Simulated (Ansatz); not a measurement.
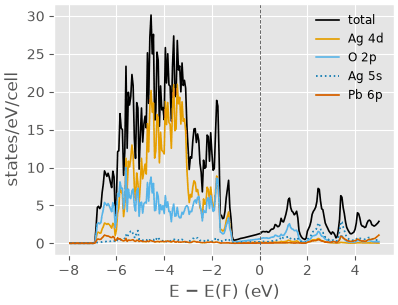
Fig. 1. Total and projected density of states of Ag₅Pb₂O₆ in space group P-31m (No. 162; Ag on 2e, Ag on 3f, Pb on 2d, O on 6k), DFT-r²SCAN in the program Ansatz with PAW potentials

Which orbitals carry the states next to the Fermi level?

Within 0.5 eV of the Fermi level: O 2p 45 %, Pb 6s 19 %, Ag 5s 15 %, Ag 4d 9 %, O 2s 7 %. Projections are on Löwdin-orthogonalised atomic valence shells; empty p or d shells of many metals are not among them.

Where is the tallest occupied peak in this window, and what makes it?

Near -4.5 eV, about 30 states/eV per cell; the largest projected share is Ag 4d.

The first step of the workflow began from a Materials Project structure, measured or hypothetical; the Crystallography Open Database files this formula in space group No. 162, but the cells were not matched. Its standing as an ambient phase is unchecked. Symmetry was held in the r²SCAN relaxation; whether a distortion lowers the energy is not shown. The run is not spin-polarised. With an odd number of electrons in the cell and no spin polarisation, the count alone makes it a metal. Scalar-relativistic: spin–orbit coupling is off unless named, which matters more the heavier the elements.

Potentials: the later of the program's two PAW sets.
